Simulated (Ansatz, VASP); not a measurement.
# SnO2 (Cassiterite) in two plane-wave programs

Wanted: the spread between two codes on one cell, functional and k mesh. Valence electrons are named where the data sets of a main pair hold unlike numbers.

Program: Ansatz 0.2.0. Level of theory: plane waves, with VASP 6.6.1 beside it; band structure at r2SCAN, band structure at BLYP and band structure at B3LYP with an exact-exchange share of 0.2. Results are calculated unless marked as measured.

## 1. Set-up

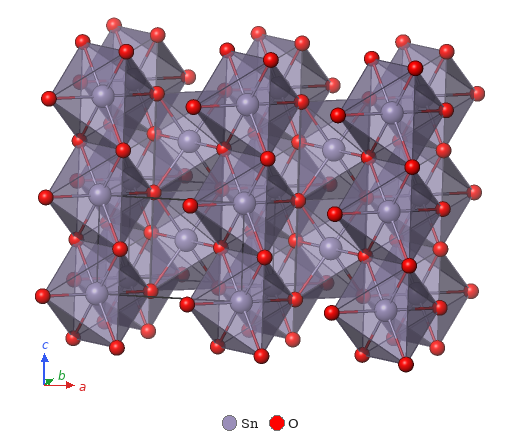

The starting structure, seen slightly off an axis (tin purple, oxygen red). 2×1×2 cells are drawn. Some periodic images of atoms are drawn too.

## 2. Ansatz: band structure, r2SCAN

Ansatz runs on its default PAW (the set named soft_2) files.

The same path points are solved in both programs, so levels can be compared one by one.

The input, input.yaml:

```yaml
crystal:
  lattice:
    - [4.738, 0.0, 0.0]
    - [0.0, 4.738, 0.0]
    - [0.0, 0.0, 3.1865]
  atoms:
    - { symbol: Sn, position: [0.0, 0.0, 0.0] }
    - { symbol: Sn, position: [0.5, 0.5, 0.5] }
    - { symbol: O, position: [0.3071, 0.3071, 0.0] }
    - { symbol: O, position: [0.1929, 0.8071, 0.5] }
    - { symbol: O, position: [0.6929, 0.6929, 0.0] }
    - { symbol: O, position: [0.8071, 0.1929, 0.5] }
hamiltonian:
  xc: r2scan
  pseudopotentials: { kind: paw }
kpoints:
  mp_grid: { grid: [3, 3, 4] }
  band_path:
    path:
      - [0.0, 0.0, 0.0]
      - [0.0, 0.13333, 0.0]
      - [0.0, 0.3, 0.0]
      - [0.0, 0.46667, 0.0]
      - [0.1, 0.5, 0.0]
      - [0.26667, 0.5, 0.0]
      - [0.43333, 0.5, 0.0]
      - [0.43333, 0.43333, 0.0]
      - [0.26667, 0.26667, 0.0]
      - [0.1, 0.1, 0.0]
      - [0.0, 0.0, 0.03333]
      - [0.0, 0.0, 0.2]
      - [0.0, 0.0, 0.36667]
      - [0.0, 0.0, 0.5]
      - [0.0, 0.16667, 0.5]
      - [0.0, 0.3, 0.5]
      - [0.0, 0.46667, 0.5]
      - [0.1, 0.5, 0.5]
      - [0.26667, 0.5, 0.5]
      - [0.43333, 0.5, 0.5]
      - [0.43333, 0.43333, 0.5]
      - [0.26667, 0.26667, 0.5]
      - [0.1, 0.1, 0.5]
      - [0.0, 0.5, 0.03333]
      - [0.0, 0.5, 0.2]
      - [0.0, 0.5, 0.36667]
      - [0.5, 0.5, 0.0]
      - [0.5, 0.5, 0.16667]
      - [0.5, 0.5, 0.33333]
      - [0.5, 0.5, 0.5]
    npoints: 1
scf:
  occupations: { method: gaussian, width: 0.02 }
  n_extra_bands: 9
output:
  forces: true
  stress: true
  eigenvalues: true
```

The run is started by

```
$ ansatz run input.yaml --threads 4 --pin off --max-ram 9216MiB --backend cpu --events-out ev --progress --plain --runs-dir out
```

Numbers of over 12 decimals in the logs are rounded to 6 here.

Output:

```text
scf.n_extra_bands = 9 over 26 filled bands (N_el = 52.0): the run solves 35 bands
Engine: ansatz 0.2.0, aarch64-unknown-linux-gnu
Pseudopotentials: kind: paw
Pseudopotential: Sn, paw, valence charge 14, recommended cutoff 500 eV (meta_gga), Sn.paw.azcp
Pseudopotential: O, paw, valence charge 6, recommended cutoff 500 eV (meta_gga), O.paw.azcp
Functional definition: r2SCAN
  parameter k0 = 0.174
  parameter k1 = 0.065
  parameter a1 = 4.9479
  exchange = r2scan_x(k0 = k0, k1 = k1, a1 = a1)
  correlation = r2scan_c
Crystal: 6 atoms, lattice volume = 71.533 Å³
Basis set: ecut = 500 eV, 1835 PW (Γ), exchange–correlation on 144×144×96 points (64 copies of the dense FFT grid, shifted against one another)
Bands: 35, of which v1, the nominal top of the filled ones, is band 26 counted from 1 (25 counted from 0)
Symmetry: 16 space group operations
Space group: P42/mnm (ITA 136), of the structure as read, at distance tolerance 4.2e-5 Å
k-points: 9 of 36
Non-local potential: Sn, projectors of the file, l = 0: 2, l = 1: 2, l = 2: 2, l = 3: 2
Non-local potential: O, projectors of the file, l = 0: 2, l = 1: 2, l = 2: 1
PAW form: soft (Blöchl's): semilocal exchange-correlation on the pseudo side does not see the compensation charge
PAW frozen core: Sn, regenerated for the run's functional (the file was generated under x = pbe(κ = 0.804, μ = 0.219515), c = pbe(β = 0.066725))
PAW frozen core: O, regenerated for the run's functional (the file was generated under x = pbe(κ = 0.804, μ = 0.219515), c = pbe(β = 0.066725))
PAW one-centre angular grid: Sn, 590 points (default); XC on 249 of its mesh's 2787 points in the sphere
PAW one-centre angular grid: O, 302 points (default); XC on 160 Gauss nodes
Initial density: superposition of atomic densities (neutral atoms: chi_scale 0, normalization atom), corrected by the library's trained network
Initial wavefunctions: pseudopotential atomic-orbital guess
Functional: x = r2scan, c = r2scan; τ floored in thin density (d = 2e-4 eV/Å³)
SCF iter   1: F=—  HF=-14352.294999 eV  |F-HF|=—  |Δ(HF+E_count)|=         —  Δρ=1.05e-2  dr2=5.76e-2  dr2_τ=2.83e-1  ethr=1.77e-3  ⟨swp⟩=6.0  Hψ=1386  notcnv=0
preconditioner: auto → Resta (q_TF=auto, 2.587 Å⁻¹)  ε∞=3.0  [insulator: Δε(μ)=2.004 eV  Ē_g=22.370 eV  σ=0.020 eV  W_gap=1.00  n_scr=18 (ndim 8)  ℏωp=31.7 eV  f_vac=0.026  D(μ)=0.00/eV (n_scr^D=0)  ε∞_Penn≈3.0]
SCF iter   2: F=—  HF=-14352.403097 eV  |F-HF|=—  |Δ(HF+E_count)|=   1.08e-1  Δρ=6.19e-3  dr2=1.46e-2  dr2_τ=1.06e-3  ethr=1.11e-4  ⟨swp⟩=2.6  Hψ=583  notcnv=0  defer=37
SCF iter   3: F=—  HF=-14352.402346 eV  |F-HF|=—  |Δ(HF+E_count)|=   7.51e-4  Δρ=8.96e-4  dr2=5.19e-4  dr2_τ=1.05e-4  ethr=2.80e-5  ⟨swp⟩=2.0  Hψ=322  notcnv=0  defer=37
SCF iter   4: F=—  HF=-14352.402407 eV  |F-HF|=—  |Δ(HF+E_count)|=   6.13e-5  Δρ=2.75e-4  dr2=3.72e-5  dr2_τ=4.08e-6  ethr=9.97e-7  ⟨swp⟩=2.3  Hψ=415  notcnv=0  defer=37
SCF iter   5: F=—  HF=-14352.402415 eV  |F-HF|=—  |Δ(HF+E_count)|=   8.51e-6  Δρ=9.83e-5  dr2=8.16e-6  dr2_τ=4.53e-7  ethr=7.16e-8  ⟨swp⟩=2.1  Hψ=430  notcnv=0  defer=37
SCF iter   6: F=—  HF=-14352.402414 eV  |F-HF|=—  |Δ(HF+E_count)|=   1.59e-6  Δρ=4.27e-5  dr2=1.39e-6  dr2_τ=4.26e-8  ethr=1.57e-8  ⟨swp⟩=2.4  Hψ=501  notcnv=0  defer=37
SCF iter   7: F=-14352.402414 eV  HF=-14352.402414 eV  |F-HF|=1.36e-9  |Δ(HF+E_count)|=   3.36e-7  Δρ=4.27e-6  dr2=1.17e-8  dr2_τ=9.27e-10  ethr=1.92e-10  ⟨swp⟩=8.9  Hψ=1739  notcnv=0
SCF 1 converged in 7 iterations: F = -14352.402414 eV  dr2 = 1.17e-8
  greatest PAW one-centre occupation: 0.996 electrons in one spin orbital (limit 2), on the Sn atom at site 1 (counted from 0), in its partial waves of l = 2
NSCF: frozen V_eff on 30 k-points
SCF converged after 7 iterations
Free energy (F): -14352.402414 eV
Harris-Foulkes:  -14352.402414 eV  (|F-HF|=1.36e-9)
Internal energy: -14352.402414 eV  (E = F + TS)
E sigma→0 (E₀):  -14352.402414 eV
Fermi energy:    10.061359 eV
--- Per-component energies (eV) ---
  E_band       = -154.304972
  E_kinetic    = 1087.925328
  E_local      = -2863.160561  (includes V_loc(G=0)·N_el)
  E_nonlocal   = 131.860572
  E_hartree    = 1495.732021
  E_xc         = -1036.341734
  E_vxc        = -623.376058  (∫ρ·V_xc dr)
  E_paw        = -8986.913148  (= ΣΔE_a)
  E_vpaw       = -918.308151  (= ΣTr[D̂ρ^β])
  E_aug_tail   = 0.004012  (compensation charges beyond the density's cutoff)
  E_vtau       = 39.282324  (kinetic-family band-sum trace: ∫τ·v_τ [+ j·A + Jᵃ·Aᵃ] dr)
  E_ewald      = -4182.851779
  E_core_change = 1.342876  (= ΣΔE_core)
  E_smearing   = -0.000000  (= −TS)
  E_closure    = -0.000000  (closes the sum)
  Σ components = -14352.402414   (vs F -14352.402414, Δ=0.00e0)
--- Forces (eV/Å), atoms counted from 1 ---
  atom   1  Sn     0.00000000    -0.00000000     0.00000000
  atom   2  Sn    -0.00000000     0.00000000    -0.00000000
  atom   3  O     -0.17267224    -0.17267224     0.00000000
  atom   4  O      0.17267224    -0.17267224     0.00000000
  atom   5  O      0.17267224     0.17267224    -0.00000000
  atom   6  O     -0.17267224     0.17267224    -0.00000000
  max |Σ_I F_I| component: 5.55e-17 eV/Å
--- Stress (GPa, compression-positive) ---
        2.838154       0.000000       0.000000
        0.000000       2.838154       0.000000
        0.000000       0.000000       4.156850
  P = ⅓ Tr σ = 3.2777 GPa (32.777 kbar)
--- Band table (eV; the first three rows and the last of 9) ---
  k-point 0: bands = [... 22 lower, 7.8964, 8.3097, 8.3097, 9.0832, 11.0395, 15.9934, 16.2290, 16.2290, ... 5 higher]
  k-point 1: bands = [... 22 lower, 6.6229, 8.2432, 8.2432, 8.5706, 13.6276, 16.8630, 18.3808, 18.3808, ... 5 higher]
  k-point 2: bands = [... 22 lower, 7.3933, 7.3933, 7.7977, 7.7977, 16.1481, 16.1481, 19.7339, 19.7339, ... 5 higher]
  k-point 8: bands = [... 22 lower, 7.9588, 8.0081, 8.0908, 8.1188, 15.2375, 15.4922, 18.3013, 19.3144, ... 5 higher]
```

It took 2.4 s on 4 threads of Arm Neoverse V2, shared host; peak memory 0.45 GiB; 8.1 s of CPU time.

The column dr2 measures how far the density is from self-consistency, as an energy; F and HF (Harris–Foulkes) agree once it is small.

## 3. VASP: band structure, r2SCAN

The same cell, functional, mesh and smearing now go to VASP, with its own data sets.

Lines of VASP's logs that name or quote its potential files are left out, and so is its time.

The input, INCAR:

```
SYSTEM = SnO2
PREC = Accurate
ENCUT = 520
EDIFF = 1E-06
NELM = 100
ISMEAR = 0
SIGMA = 0.02
LREAL = .FALSE.
ALGO = Normal
METAGGA = R2SCAN
LASPH = .TRUE.
NBANDS = 42
LORBIT = 11
LWAVE = .FALSE.
LCHARG = .FALSE.
KPAR = 4
NCORE = 2
```

The input, POSCAR:

```
SnO2
1.0
    4.7380000000      0.0000000000      0.0000000000
    0.0000000000      4.7380000000      0.0000000000
    0.0000000000      0.0000000000      3.1865000000
Sn O
2 4
Direct
    0.0000000000      0.0000000000      0.0000000000
    0.5000000000      0.5000000000      0.5000000000
    0.3071000000      0.3071000000      0.0000000000
    0.1929000000      0.8071000000      0.5000000000
    0.6929000000      0.6929000000      0.0000000000
    0.8071000000      0.1929000000      0.5000000000
```

The input, KPOINTS:

```
Automatic mesh
0
Gamma
3 3 4
0 0 0
```

The input, KPOINTS_OPT:

```
Line mode
16
Line-mode
Reciprocal
  0.00000000   0.00000000   0.00000000 GAMMA
  0.00000000   0.50000000   0.00000000 X

  0.00000000   0.50000000   0.00000000 X
  0.50000000   0.50000000   0.00000000 M

  0.50000000   0.50000000   0.00000000 M
  0.00000000   0.00000000   0.00000000 GAMMA

  0.00000000   0.00000000   0.00000000 GAMMA
  0.00000000   0.00000000   0.50000000 Z

  0.00000000   0.00000000   0.50000000 Z
  0.00000000   0.50000000   0.50000000 R

  0.00000000   0.50000000   0.50000000 R
  0.50000000   0.50000000   0.50000000 A

  0.50000000   0.50000000   0.50000000 A
  0.00000000   0.00000000   0.50000000 Z

  0.00000000   0.50000000   0.00000000 X
  0.00000000   0.50000000   0.50000000 R

  0.50000000   0.50000000   0.00000000 M
  0.50000000   0.50000000   0.50000000 A
```

The projector-augmented-wave data sets are Sn_d and O (PBE family, release 64).

The run is started by

```
$ mpirun -np 8 vasp_std
```

Output:

```text
[banner, memory and clock lines left out]
running    8 mpi-ranks, on    1 nodes
 distrk:  each k-point on    2 cores,    4 groups
 distr:  one band on    2 cores,    1 groups

 POSCAR found type information on POSCAR SnO
 POSCAR found :  2 types and       6 ions
|                                                                             |
|               ----> ADVICE to this user running VASP <----                  |
|                                                                             |
|     You enforced a specific xc type in the INCAR file but a different       |
|     [... a line on the potential file left out ...]
|     I HOPE YOU KNOW WHAT YOU ARE DOING!                                     |
|                                                                             |

 LDA part: xc-table for (None), standard interpolation
 POSCAR, INCAR and KPOINTS ok, starting setup
 FFT: planning ... GRIDC
 FFT: planning ... GRID_SOFT
 FFT: planning ... GRID
 WAVECAR not read
 entering main loop
       N       E                     dE             d eps       ncg     rms          rms(c)
DAV:   1     0.559579694440E+03    0.55958E+03   -0.24402E+04   900   0.199E+03
DAV:   2     0.809846954121E+00   -0.55877E+03   -0.51315E+03   804   0.567E+02
DAV:   3    -0.983910791018E+02   -0.99201E+02   -0.97157E+02   862   0.182E+02
DAV:   4    -0.103250157939E+03   -0.48591E+01   -0.48437E+01   856   0.445E+01
DAV:   5    -0.103375369271E+03   -0.12521E+00   -0.12518E+00   966   0.728E+00    0.161E+01
DAV:   6    -0.841625803705E+02    0.19213E+02   -0.85403E+00  1114   0.555E+01    0.698E+00
DAV:   7    -0.845247389895E+02   -0.36216E+00   -0.29450E+00   966   0.978E+00    0.397E+00
DAV:   8    -0.846370534967E+02   -0.11231E+00   -0.34095E-01  1024   0.849E+00    0.129E+00
DAV:   9    -0.845929724963E+02    0.44081E-01   -0.12693E-01  1144   0.559E+00    0.243E-01
DAV:  10    -0.845945444049E+02   -0.15719E-02   -0.19203E-02   860   0.792E-01    0.174E-01
DAV:  11    -0.845945747829E+02   -0.30378E-04   -0.26123E-03   920   0.384E-01    0.835E-02
DAV:  12    -0.845945133844E+02    0.61398E-04   -0.18074E-04   876   0.914E-02    0.478E-02
DAV:  13    -0.845944793688E+02    0.34016E-04   -0.10568E-04   888   0.708E-02    0.978E-03
DAV:  14    -0.845944779648E+02    0.14040E-05   -0.80104E-06   950   0.324E-02    0.926E-04
DAV:  15    -0.845944783591E+02   -0.39434E-06   -0.99008E-07   540   0.614E-03
   1 F= -.84594478E+02 E0= -.84594478E+02  d E =-.172265E-45
 Start KPOINTS_OPT (optional k-point list driver)
k-point batch [1-9\144]
       N       E                     dE             ncg
DAV:   1     0.300540155363E+04    0.18742E+04      928
DAV:   2    -0.199926700562E+04   -0.50047E+04      772
DAV:   3    -0.284389382419E+04   -0.84463E+03      868
DAV:   4    -0.288297746148E+04   -0.39084E+02      904
DAV:   5    -0.288392818759E+04   -0.95073E+00     1040
DAV:   6    -0.288395549331E+04   -0.27306E-01      934
DAV:   7    -0.288395736089E+04   -0.18676E-02     1160
DAV:   8    -0.288395736910E+04   -0.82089E-05      896
DAV:   9    -0.288395736922E+04   -0.11895E-06      598
[...]
k-point batch [136-144\144]
       N       E                     dE             ncg
DAV:   1     0.325164829643E+04   -0.13735E+05      870
DAV:   2    -0.196645646407E+04   -0.52181E+04      772
DAV:   3    -0.292090989560E+04   -0.95445E+03      852
DAV:   4    -0.297121377987E+04   -0.50304E+02      864
DAV:   5    -0.297240377876E+04   -0.11900E+01      970
DAV:   6    -0.297244532949E+04   -0.41551E-01      894
DAV:   7    -0.297244824189E+04   -0.29124E-02     1106
DAV:   8    -0.297244825427E+04   -0.12381E-04      864
DAV:   9    -0.297244825443E+04   -0.15900E-06      576
```

Parts of OUTCAR (step 3):

```text
ion  position               nearest neighbor table
   1  0.000  0.000  0.000-   4 2.05   6 2.05   4 2.05   6 2.05   5 2.06   3 2.06   2 3.71   2 3.71
                             2 3.71   2 3.71   2 3.71   2 3.71   2 3.71   2 3.71
   2  0.500  0.500  0.500-   3 2.05   5 2.05   3 2.05   5 2.05   4 2.06   6 2.06   1 3.71   1 3.71
                             1 3.71   1 3.71   1 3.71   1 3.71   1 3.71   1 3.71
   3  0.307  0.307  0.000-   2 2.05   2 2.05   1 2.06
   4  0.193  0.807  0.500-   1 2.05   1 2.05   2 2.06
   5  0.693  0.693  0.000-   2 2.05   2 2.05   1 2.06
   6  0.807  0.193  0.500-   1 2.05   1 2.05   2 2.06

  LATTYP: Found a simple tetragonal cell.
 ALAT       =     4.7380000000
 C/A-ratio  =     0.6725411566

 Subroutine GETGRP returns: Found 16 space group operations
 (whereof  8 operations were pure point group operations)

The static configuration has the point symmetry D_2h.
 The point group associated with its full space group is D_4h.

 Found      9 irreducible k-points:

   k-points           NKPTS =      9   k-points in BZ     NKDIM =      9   number of bands    NBANDS=     42

   dimension x,y,z NGX =    36 NGY =   36 NGZ =   24
   dimension x,y,z NGXF=    72 NGYF=   72 NGZF=   48

   ENCUT  =  520.0 eV  38.22 Ry    6.18 a.u.   8.81  8.81  5.92*2*pi/ulx,y,z

   NELECT =      52.0000    total number of electrons

 k-points in reciprocal lattice and weights: Automatic mesh
   0.00000000  0.00000000  0.00000000       0.028
   0.33333333  0.00000000  0.00000000       0.111
   0.33333333  0.33333333  0.00000000       0.111
   0.00000000  0.00000000  0.25000000       0.056
   0.33333333  0.00000000  0.25000000       0.222
   0.33333333  0.33333333  0.25000000       0.222
   0.00000000  0.00000000  0.50000000       0.028
   0.33333333  0.00000000  0.50000000       0.111
   0.33333333  0.33333333  0.50000000       0.111

 average (electrostatic) potential at core
       1-104.9091       2-104.9091       3 -71.5261       4 -71.5261       5 -71.5261
       6 -71.5261

 E-fermi :   5.9128

 k-point     1 :       0.0000    0.0000    0.0000
  band No.  band energies     occupation
    ...
     22       4.5140      2.00000
     23       4.5140      2.00000
     24       4.9318      2.00000
     25       4.9318      2.00000
     26       5.7156      2.00000
     27       7.6997      0.00000
     28      12.6198      0.00000
     29      12.8641      0.00000
     30      12.8641      0.00000
     31      16.9338      0.00000
    ...

 k-point     2 :       0.3333    0.0000    0.0000
  band No.  band energies     occupation
    ...
     22       4.0880      2.00000
     23       4.5388      2.00000
     24       4.5604      2.00000
     25       4.9994      2.00000
     26       5.2756      2.00000
     27       9.6057      0.00000
     28      11.8525      0.00000
     29      13.2951      0.00000
     30      13.4693      0.00000
     31      17.6701      0.00000
    ...

 k-point     3 :       0.3333    0.3333    0.0000
  band No.  band energies     occupation
    ...
     22       3.9984      2.00000
     23       4.4536      2.00000
     24       4.5169      2.00000
     25       4.8321      2.00000
     26       5.0087      2.00000
     27      10.5408      0.00000
     28      11.6041      0.00000
     29      13.7593      0.00000
     30      13.8446      0.00000
     31      17.3812      0.00000
    ...

  Total        1.6876525      1.6876525      2.5534113      0.0000000      0.0000000      0.0000000
  in kB       37.7998070     37.7998070     57.1909512      0.0000000      0.0000000      0.0000000
  external PRESSURE =      44.2635218 kB  Pullay stress =       0.0000000 kB

  energy-cutoff  :      520.00
  volume of cell :       71.53
      direct lattice vectors                 reciprocal lattice vectors
     4.738000000  0.000000000  0.000000000     0.211059519  0.000000000  0.000000000
     0.000000000  4.738000000  0.000000000     0.000000000  0.211059519  0.000000000
     0.000000000  0.000000000  3.186500000     0.000000000  0.000000000  0.313823945

 POSITION                                       TOTAL-FORCE (eV/Angst)
 -----------------------------------------------------------------------------------
      0.00000      0.00000      0.00000         0.000000     -0.000000      0.000000
      2.36900      2.36900      1.59325         0.000000     -0.000000      0.000000
      1.45504      1.45504      0.00000        -0.197095     -0.197095      0.000000
      0.91396      3.82404      1.59325         0.197095     -0.197095      0.000000
      3.28296      3.28296      0.00000         0.197095      0.197095     -0.000000
      3.82404      0.91396      1.59325        -0.197095      0.197095     -0.000000
 -----------------------------------------------------------------------------------
    total drift:                               -0.000000      0.000000      0.000000

  FREE ENERGIE OF THE ION-ELECTRON SYSTEM (eV)
  ---------------------------------------------------
  free  energy   TOTEN  =       -84.5944783591 eV

  energy  without entropy=      -84.5944783591  energy(sigma->0) =      -84.59447836

 total charge
# of ion       s       p       d       tot
------------------------------------------
    1        0.833   1.126  10.397  12.356
    2        0.833   1.126  10.397  12.356
    3        1.562   3.551   0.000   5.113
    4        1.562   3.551   0.000   5.113
    5        1.562   3.551   0.000   5.113
    6        1.562   3.551   0.000   5.113
--------------------------------------------------
tot          7.915  16.455  20.795  45.165

[... 3 further parts left out ...]
```

At this level the cell is under a pressure of 4.4 GPa, so at these settings it is away from equilibrium.

(Continued in part 2 of 3.)

[Lines on the potential files, build, host, timing and source positions are cut from VASP's logs without a mark.]

[Logs are printed without paths, hosts, clocks, repeated set-up lines and the standing remarks that a program may print on its own settings, such as how far it seeks lower states.]

[Hosts, paths, dates, database ids (printed as entryN), source tags and the programs' standing remarks are cut or masked in the printed files.]
